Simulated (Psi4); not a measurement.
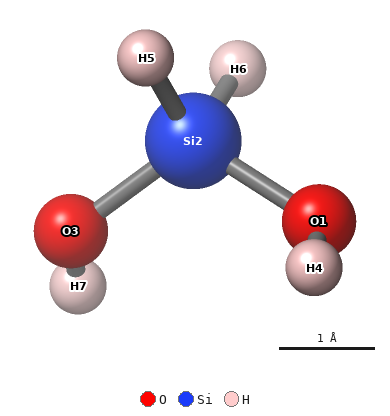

*The structure as given in the input (ball-and-stick view, seen at a tilt; atoms are numbered from 1 in the order of the input).*

Bond lengths as drawn: H–O 0.96 Å, H–Si 1.48 Å and O–Si 1.64 Å.

Energy and gradient calculation, with input and output: SiH$_{4}$O$_{2}$

The run: energy and gradient calculation of SiH$_{4}$O$_{2}$. Method and program: SVWN5/def2-SVPD, RKS (Psi4 1.11).

The geometry comes from this level: PBE0-D4/def2-TZVP.

## Input file (job.in)
```
memory 2200 MB

molecule molecule1 {
  0 1
  O
  Si 1 r2
  O 2 r3 1 a3
  H 1 r4 2 a4 3 d4
  H 2 r5 1 a5 4 d5
  H 2 r6 5 a6 3 d6
  H 3 r7 2 a7 6 d7

  r2 = 1.641761
  r3 = 1.641767
  a3 = 113.50252
  r4 = 0.958338
  a4 = 117.72956
  d4 = -66.04755
  r5 = 1.481129
  a5 = 111.47697
  d5 = 50.83142
  r6 = 1.481123
  a6 = 112.90797
  d6 = 120.91961
  r7 = 0.958323
  a7 = 117.72959
  d7 = 50.83039
  symmetry c1
}

set basis def2-SVPD
set puream true
set e_convergence 1e-09
set d_convergence 1e-08
set scf_type pk
set dft_radial_points 99
set dft_spherical_points 590

e_tot, wfn = gradient("scf", dft_functional={"name": "SVWN5", "x_functionals": {"LDA_X": {}}, "c_functionals": {"LDA_C_VWN": {}}}, return_wfn=True)
oeprop(wfn, "MAYER_INDICES", "MULLIKEN_CHARGES", "LOWDIN_CHARGES", title="SCF")
```

Command:
```bash
psi4 -i job.in -o job.out -n 1
```

## The program's output
```
Psi4 1.11 release

gradient() will perform analytic gradient computation.

   => Loading Basis Set <=

    Name: DEF2-SVPD
    Role: ORBITAL
    Keyword: BASIS

         ---------------------------------------------------------
                                   SCF
                              RKS Reference
                        1 Threads,   2098 MiB Core
         ---------------------------------------------------------

  ==> Geometry <==

    Molecular point group: c1
    Full point group: C1

    Geometry (in Angstrom), charge = 0, multiplicity = 1:

       Center              X                  Y                   Z               Mass
    ------------   -----------------  -----------------  -----------------  -----------------
         O           -0.000000638531     0.392460313546    -1.384467261980    15.994914619570
         SI          -0.000000638531     0.392460313546     0.257293738020    27.976926534650
         O           -0.000000638531    -1.113109858996     0.912013019730    15.994914619570
         H            0.775224497166     0.048078456321    -1.830380759917     1.007825032230
         H            1.229380677300     1.015593782478     0.799575375939     1.007825032230
         H           -1.229328177449     1.138312306560     0.612517537480     1.007825032230
         H           -0.775239003713    -1.659336195909     0.774081013510     1.007825032230

  Running in c1 symmetry.

  Rotational constants: A =      0.78428  B =      0.24264  C =      0.20407 [cm^-1]
  Rotational constants: A =  23512.21557  B =   7274.21593  C =   6117.89242 [MHz]
  Nuclear repulsion =  120.473967177333449

  Charge       = 0
  Multiplicity = 1
  Electrons    = 34
  Nalpha       = 17
  Nbeta        = 17

  ==> Algorithm <==

  SCF Algorithm Type is PK.
  DIIS enabled.
  MOM disabled.
  Fractional occupation disabled.
  Guess Type is SAD.
  Energy threshold   = 1.00e-09
  Density threshold  = 1.00e-08
  Integral threshold = 1.00e-12

  ==> Primary Basis <==

  Basis Set: DEF2-SVPD
    Blend: DEF2-SVPD
    Number of shells: 44
    Number of basis functions: 102
    Number of Cartesian functions: 108
    Spherical Harmonics?: true
    Max angular momentum: 2

  ==> DFT Potential <==

   => LibXC <=

    Version 7.1.2

   => Composite Functional: SVWN5 <=

    Slater exchange
    Vosko, Wilk & Nusair (VWN5)

    Deriv               =              1
    GGA                 =          FALSE
    Meta                =          FALSE

    Exchange Hybrid     =          FALSE
    MP2 Hybrid          =          FALSE

   => Exchange Functionals <=

    1.0000         XC_LDA_X

   => Correlation Functionals <=

    1.0000     XC_LDA_C_VWN

   => LibXC Density Thresholds  <==

    XC_LDA_C_VWN:  1.00E-15
    XC_LDA_X:  1.00E-15

   => Molecular Quadrature <=

    Radial Scheme          =       TREUTLER
    Pruning Scheme         =           NONE
    Nuclear Scheme         =       TREUTLER

    Blocking Scheme        =         OCTREE
    BS radius alpha        =              1
    Pruning alpha          =              1
    Radial Points          =             99
    Spherical Points       =            590
    Total Points           =         392892
    Total Blocks           =           2855
    Max Points             =            256
    Max Functions          =            102
    Weights Tolerance      =       1.00E-15

  ==> Integral Setup <==

  Using in-core PK algorithm.
   Calculation information:
      Number of atoms:                   7
      Number of AO shells:              44
      Number of primitives:             74
      Number of atomic orbitals:       108
      Number of basis functions:       102

      Integral cutoff                 1.00e-12
      Number of threads:                 1

  Performing in-core PK
  Using 27599262 doubles for integral storage.
  We computed 485089 shell quartets total.
  Whereas there are 490545 unique shell quartets.

  ==> DiskJK: Disk-Based J/K Matrices <==

    J tasked:                  Yes
    K tasked:                   No
    wK tasked:                  No
    Memory [MiB]:             1307
    Schwarz Cutoff:          1E-12

  Cached 100.0% of DFT collocation blocks in 0.260 [GiB].

  Minimum eigenvalue in the overlap matrix is 5.5456199088E-04.
  Reciprocal condition number of the overlap matrix is 6.8955987487E-05.
    Using symmetric orthogonalization.

  ==> Pre-Iterations <==

  SCF Guess: Superposition of Atomic Densities via on-the-fly atomic UHF (no occupation information).

   -------------------------
    Irrep   Nso     Nmo
   -------------------------
     A        102     102
   -------------------------
    Total     102     102
   -------------------------

  ==> Iterations <==

                        Total Energy        Delta E     RMS |[F,P]|

   @RKS iter SAD:  -439.62673844331584   -4.39627e+02   0.00000e+00
   @RKS iter   1:  -439.56989889078761    5.68396e-02   1.01022e-02 ADIIS/DIIS
   @RKS iter   2:  -437.60300291244960    1.96690e+00   2.27002e-02 ADIIS/DIIS
   @RKS iter   3:  -439.97528143925081   -2.37228e+00   1.04914e-03 ADIIS/DIIS
   @RKS iter   4:  -439.97982696754195   -4.54553e-03   5.18329e-04 ADIIS/DIIS
   @RKS iter   5:  -439.98141019295048   -1.58323e-03   1.03029e-04 ADIIS/DIIS
   @RKS iter   6:  -439.98146619880600   -5.60059e-05   2.63325e-05 DIIS
   @RKS iter   7:  -439.98146940898476   -3.21018e-06   5.09847e-06 DIIS
   @RKS iter   8:  -439.98146951219849   -1.03214e-07   1.15892e-06 DIIS
   @RKS iter   9:  -439.98146951711590   -4.91741e-09   3.43258e-07 DIIS
   @RKS iter  10:  -439.98146951755041   -4.34511e-10   8.51510e-08 DIIS
   @RKS iter  11:  -439.98146951757849   -2.80806e-11   3.07368e-09 DIIS
  Energy and wave function converged.

  ==> Post-Iterations <==

   Electrons on quadrature grid:
      Ntotal   =   34.0000001417 ; deviation = 1.417e-07

    Orbital Energies [Eh]
    ---------------------

    Doubly Occupied:

       1A    -65.149619     2A    -18.624599     3A    -18.624594
       4A     -5.058196     5A     -3.504606     6A     -3.502791
       7A     -3.500962     8A     -0.921412     9A     -0.901629
      10A     -0.538132    11A     -0.488753    12A     -0.386187
      13A     -0.360939    14A     -0.354485    15A     -0.299244
      16A     -0.291362    17A     -0.275694

    Virtual:

      18A     -0.029898    19A     -0.011651    20A      0.027781
      21A      0.030948    22A      0.042015    23A      0.062685
      24A      0.085465    25A      0.097590    26A      0.107065
      27A      0.120077    28A      0.132094    29A      0.132891
      30A      0.159854    31A      0.176682    32A      0.192153
      33A      0.197983    34A      0.201235    35A      0.218875
      36A      0.229389    37A      0.249162    38A      0.263625
      39A      0.288110    40A      0.292625    41A      0.322848
      42A      0.331532    43A      0.345513    44A      0.355910
      45A      0.370975    46A      0.373928    47A      0.384908
      48A      0.396784    49A      0.413520    50A      0.454033
      51A      0.471085    52A      0.493318    53A      0.511945
      54A      0.525787    55A      0.534174    56A      0.558963
      57A      0.597695    58A      0.616650    59A      0.618285
      60A      0.622721    61A      0.640679    62A      0.737150
      63A      0.749091    64A      0.762399    65A      0.810514
      66A      0.848864    67A      0.885875    68A      0.891938
      69A      0.961587    70A      0.982108    71A      1.088433
      72A      1.125898    73A      1.196233    74A      1.269035
      75A      1.284092    76A      1.291193    77A      1.498045
      78A      1.541056    79A      1.601308    80A      1.675709
      81A      1.702645    82A      1.721788    83A      1.743082
      84A      1.782054    85A      1.798299    86A      1.885367
      87A      1.954851    88A      1.993679    89A      2.053326
      90A      2.205227    91A      2.244925    92A      2.247098
      93A      2.759109    94A      2.787261    95A      2.852004
      96A      2.852363    97A      2.925853    98A      2.934211
      99A      3.062735   100A      3.147225   101A      3.762505
     102A      3.767280

    Final Occupation by Irrep:
              A
    DOCC [    17 ]
    NA   [    17 ]
    NB   [    17 ]

  @RKS Final Energy:  -439.98146951757849

   => Energetics <=

    Nuclear Repulsion Energy =            120.4739671773334493
    One-Electron Energy =                -849.9420306365786928
    Two-Electron Energy =                 326.8011169268805816
    DFT Exchange-Correlation Energy =     -37.3145229852137774
    Empirical Dispersion Energy =           0.0000000000000000
    VV10 Nonlocal Energy =                  0.0000000000000000
    Total Energy =                       -439.9814695175784891

Computation Completed

Properties will be evaluated at   0.000000,   0.000000,   0.000000 [a0]

Properties computed using the SCF density matrix

 Multipole Moments:

 ------------------------------------------------------------------------------------
     Multipole            Electronic (a.u.)      Nuclear  (a.u.)        Total (a.u.)
 ------------------------------------------------------------------------------------

 L = 1.  Multiply by 2.5417464519 to convert [e a0] to [Debye]
 Dipole X            :         -0.0000747            0.0000356           -0.0000391
 Dipole Y            :         -0.8216370            0.5138097           -0.3078273
 Dipole Z            :         -0.5386850            0.3368844           -0.2018005
 Magnitude           :                                                    0.3680776

 ------------------------------------------------------------------------------------

	total time  =         12 seconds =       0.20 minutes

         ------------------------------------------------------------
                                   SCF GRAD
         ------------------------------------------------------------

  ==> Geometry <==

    Molecular point group: c1
    Full point group: C1

    Geometry (in Angstrom), charge = 0, multiplicity = 1:

       Center              X                  Y                   Z               Mass
    ------------   -----------------  -----------------  -----------------  -----------------
         O           -0.000000638531     0.392460313546    -1.384467261980    15.994914619570
         SI          -0.000000638531     0.392460313546     0.257293738020    27.976926534650
         O           -0.000000638531    -1.113109858996     0.912013019730    15.994914619570
         H            0.775224497166     0.048078456321    -1.830380759917     1.007825032230
         H            1.229380677300     1.015593782478     0.799575375939     1.007825032230
         H           -1.229328177449     1.138312306560     0.612517537480     1.007825032230
         H           -0.775239003713    -1.659336195909     0.774081013510     1.007825032230

  Nuclear repulsion =  120.473967177333449

  ==> Basis Set <==

  Basis Set: DEF2-SVPD
    Blend: DEF2-SVPD
    Number of shells: 44
    Number of basis functions: 102
    Number of Cartesian functions: 108
    Spherical Harmonics?: true
    Max angular momentum: 2

  ==> DirectJKGrad: Integral-Direct SCF Gradients <==

    Gradient:                    1
    J tasked:                  Yes
    K tasked:                   No
    wK tasked:                  No
    Integrals threads:           1
    Schwarz Cutoff:          1E-12

  ==> DFT Potential <==

   => LibXC <=

    Version 7.1.2

   => Composite Functional: SVWN5 <=

    Slater exchange
    Vosko, Wilk & Nusair (VWN5)

    Deriv               =              1
    GGA                 =          FALSE
    Meta                =          FALSE

    Exchange Hybrid     =          FALSE
    MP2 Hybrid          =          FALSE

   => Exchange Functionals <=

    1.0000         XC_LDA_X

   => Correlation Functionals <=

    1.0000     XC_LDA_C_VWN

   => LibXC Density Thresholds  <==

    XC_LDA_C_VWN:  1.00E-15
    XC_LDA_X:  1.00E-15

   => Molecular Quadrature <=

    Radial Scheme          =       TREUTLER
    Pruning Scheme         =           NONE
    Nuclear Scheme         =       TREUTLER

    Blocking Scheme        =         OCTREE
    BS radius alpha        =              1
    Pruning alpha          =              1
    Radial Points          =             99
    Spherical Points       =            590
    Total Points           =         392892
    Total Blocks           =           2855
    Max Points             =            256
    Max Functions          =            102
    Weights Tolerance      =       1.00E-15

  -Total Gradient:
     Atom            X                  Y                   Z
    ------   -----------------  -----------------  -----------------
       1        0.010288494381    -0.004381293850     0.008156492630
       2       -0.000005635114    -0.010962741713    -0.007190620596
       3       -0.010298412518     0.005720170935    -0.007270520832
       4       -0.011035611140     0.004785007816     0.008401941677
       5       -0.005485443559    -0.001967871362    -0.002224255780
       6        0.005487692620    -0.002824427510    -0.000917402988
       7        0.011048915833     0.009622726238     0.001038840246

	total time  =          5 seconds =       0.08 minutes

Properties will be evaluated at   0.000000,   0.000000,   0.000000 [a0]

Properties computed using the SCF density matrix

  Mulliken Charges: (a.u.)
   Center  Symbol    Alpha    Beta     Spin     Total
       1     O     4.26370  4.26370  0.00000 -0.52740
       2    SI     6.77048  6.77048  0.00000  0.45903
       3     O     4.26369  4.26369  0.00000 -0.52738
       4     H     0.41215  0.41215  0.00000  0.17571
       5     H     0.43891  0.43891  0.00000  0.12217
       6     H     0.43891  0.43891  0.00000  0.12218
       7     H     0.41215  0.41215  0.00000  0.17569

   Total alpha = 17.00000, Total beta = 17.00000, Total charge =  0.00000

  Lowdin Charges: (a.u.)
   Center  Symbol    Alpha    Beta     Spin     Total
       1     O     4.13403  4.13403  0.00000 -0.26806
       2    SI     6.61622  6.61622  0.00000  0.76757
       3     O     4.13402  4.13402  0.00000 -0.26805
       4     H     0.53741  0.53741  0.00000 -0.07483
       5     H     0.52045  0.52045  0.00000 -0.04090
       6     H     0.52045  0.52045  0.00000 -0.04090
       7     H     0.53742  0.53742  0.00000 -0.07485

  Total alpha = 17.00000, Total beta = 17.00000, Total charge =  0.00000

  Mayer Bond Indices:

  Irrep: 1 Size: 7 x 7

                 1                   2                   3                   4                   5

    1     0.00000000000000     1.08909192375736     0.06941060773438     0.99159267527873     0.07477793761584
    2     1.08909192375736     0.00000000000000     1.08909073270738     0.03000234094028     0.87788451718570
    3     0.06941060773438     1.08909073270738     0.00000000000000    -0.00540025457413     0.01649438235237
    4     0.99159267527873     0.03000234094028    -0.00540025457413     0.00000000000000    -0.00802441930247
    5     0.07477793761584     0.87788451718570     0.01649438235237    -0.00802441930247     0.00000000000000
    6     0.01649487184129     0.87787564348481     0.07477494269889     0.00846771169185     0.00991048178924
    7    -0.00539860856367     0.02999866233049     0.99159935991658    -0.00050022696248     0.00846776675750

                 6                   7

    1     0.01649487184129    -0.00539860856367
    2     0.87787564348481     0.02999866233049
    3     0.07477494269889     0.99159935991658
    4     0.00846771169185    -0.00050022696248
    5     0.00991048178924     0.00846776675750
    6     0.00000000000000    -0.00802398380129
    7    -0.00802398380129     0.00000000000000

  Atomic Valences:

 #  #
 Irrep: 1
      1:    2.235969407663926
      2:    3.993943820406030
      3:    2.235969770835475
      4:    1.016137827071774
      5:    0.979510666398177
      6:    0.979499667704785
      7:    1.016142969677127

    Psi4 run time: 0:00:16.94
```

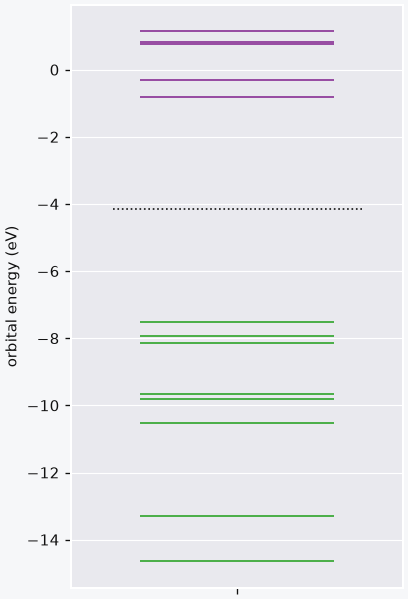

*Orbital energies near the frontier; the dotted line parts filled from empty levels, and levels within 0.02 eV of each other stand side by side.*

Highest filled −7.50 eV, lowest empty −0.81 eV, 6.69 eV apart.

## Key numbers

```json
{"quantity": "outcome", "value": "converged"}
{"quantity": "total energy", "value": "−439.981470 hartree"}
{"quantity": "basis functions", "value": "102"}
{"quantity": "largest force", "value": "0.755 eV/Å"}
{"quantity": "HOMO", "value": "−7.50 eV"}
{"quantity": "LUMO", "value": "−0.81 eV"}
{"quantity": "dipole moment", "value": "0.94 D"}
{"quantity": "hardware", "value": "1 thread of AMD EPYC (Zen 3), 24 GiB of memory available, shared host"}
{"quantity": "wall time", "value": "19 s"}
{"quantity": "peak memory", "value": "0.7 GiB"}
```
